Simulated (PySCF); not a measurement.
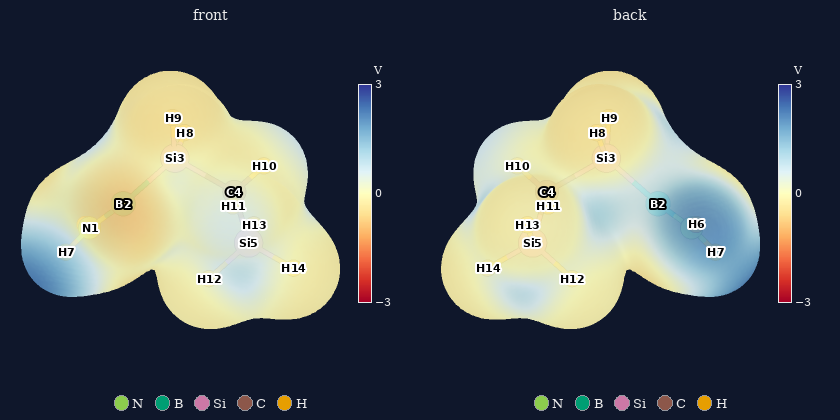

Figure. CH₉BNSi₂ (SMILES N[B][SiH2]C[SiH3]) (doublet). The electrostatic potential painted on the density surface at 0.002 e/bohr³, seen from the front and from behind; red is negative and blue positive.

Geometry: GFN2-xTB.

The calculation used UKS B3LYP, pcH-1 on B C H N Si, non-relativistic, mean-field spin-orbit, GIAO (PySCF 2.14.0, density-fitted response routines).

```yaml
atoms:
  - { symbol: N, position_ang: [-2.5293, -0.3479, 0.9673] }
  - { symbol: B, position_ang: [-1.8280, 0.6080, 0.2939] }
  - { symbol: Si, position_ang: [-0.6311, 0.7569, -1.1961] }
  - { symbol: C, position_ang: [1.0985, 1.2064, -0.4937] }
  - { symbol: Si, position_ang: [1.8758, -0.1002, 0.6206] }
  - { symbol: H, position_ang: [-2.5486, -1.3340, 0.7285] }
  - { symbol: H, position_ang: [-3.0949, -0.1715, 1.7869] }
  - { symbol: H, position_ang: [-0.3498, -0.3627, -2.1407] }
  - { symbol: H, position_ang: [-1.0085, 1.8549, -2.1195] }
  - { symbol: H, position_ang: [1.7706, 1.4138, -1.3261] }
  - { symbol: H, position_ang: [1.0092, 2.1412, 0.0606] }
  - { symbol: H, position_ang: [0.9823, -0.3814, 1.7543] }
  - { symbol: H, position_ang: [2.0864, -1.3479, -0.1203] }
  - { symbol: H, position_ang: [3.1664, 0.3439, 1.1620] }
```

Describe the electrostatic potential map.

The most negative region (about −0.8 V) lies over B2, the most positive (about +2.1 V) over H6 and H7.
